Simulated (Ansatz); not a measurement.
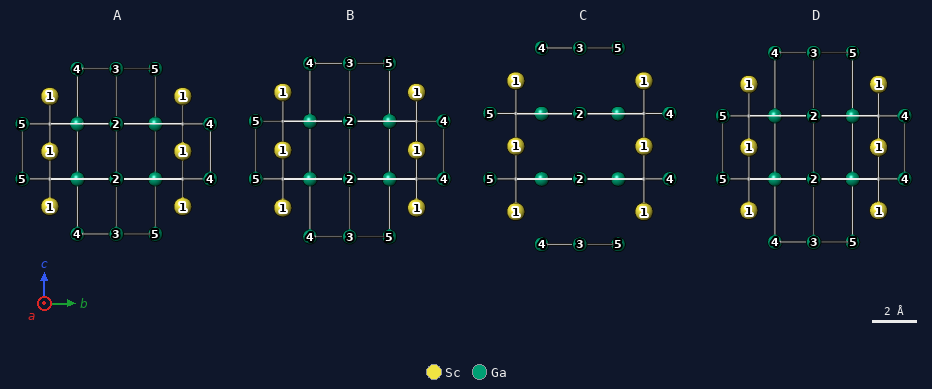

4 geometries from one relaxation of a crystal of ScGa$_{4}$ (a generated structure, set up in P4/mmm) (coarse preliminary run), in shuffled order. A ball-and-stick model of the cell of the calculation, seen along the a axis.

Method: DFT PBE, scalar-relativistic, plane waves, PAW in Ansatz. (plane-wave cutoff 420 eV; k-point mesh 4 × 4 × 6; occupations gaussian; smearing width 0.1 eV; no spin polarisation; cell and atoms relaxed; force threshold 0.04 eV/Å; at most 70 steps)

Put them in the order of the run, from the start to the converged end.

A, B, D, C. They are steps 0, 1, 3, 9, at +236 meV per atom, +127 meV per atom, +15.5 meV per atom relative to the last. The largest moves relative to the cell, 0.032 Å, are those of Ga2, Ga3, Ga4 and Ga5. Ga3 goes along +a. Sc stays in place. Cell: a = b 6.066 → 5.845 Å (−3.7 %), c 2.514 → 2.985 Å (+18.8 %). Volume +10.2 %. Some distances before and after: Ga2–Ga2 2.514 → 2.985 Å, Sc1–Sc1 2.514 → 2.985 Å, Ga2–Ga3 2.512 → 2.356 Å, Ga2–Ga4 2.513 → 2.467 Å. The space group stays P4/mmm (No. 123). Over 7 accepted moves (9 points after the start) the energy falls by 236 meV per atom. Largest force component: 0.63 eV/Å at the start, 0.002 eV/Å at the end. Pressure: 8.42 GPa at the start and 0.12 GPa at the end. At 2 points the geometry stayed and the basis and grid were re-selected for the new cell (energy shift of 5.6 meV per atom at most each time).

Limits of the set-up: the k-point mesh is coarse for a cell with partly filled bands.
